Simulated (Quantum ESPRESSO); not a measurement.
# Dipole at the next field: H-GaN-H chair, 1 layer

How the rows were computed: Quantum ESPRESSO 7.5, PBE, GBRV ultrasoft; sawtooth field along the normal with dipole correction, ions clamped, threshold 1e-9 Ry; cell area 8.993 Å².

```
field (V/Å)  dipole (e Å a cell)
          0             −0.16433
        0.1             −0.14728
        0.2             −0.13016
```

One more run was made and is withheld. What is the dipole at 0.4 V/Å, and what electrostatic thickness 4πα/A follows from the rows?

**Fit.** The slope is (−0.13016 − (−0.16433))/0.2 = 0.1709 e Å²/V, so 4πα/A = 180.95 × 0.1709/8.993 = 3.44 Å. Linear response gives p = −0.16433 + 0.1709 × (0.4) = −0.09599 e Å; a parabola through the three rows gives −0.09571.

**Check.** p = −0.09577 e Å. The line misses by 0.3 % of the induced dipole and the parabola by 0.1 %. The response is linear over this range.

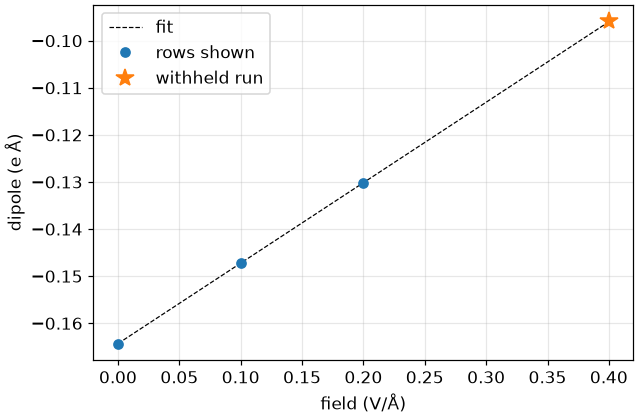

The rows shown, the fit and the withheld run.

**Limits.** Electrons alone respond; local and semilocal functionals tend to overscreen.

[Logs are printed without paths, hosts, clocks, repeated set-up lines and the standing remarks that a program may print on its own settings, such as how far it seeks lower states.]
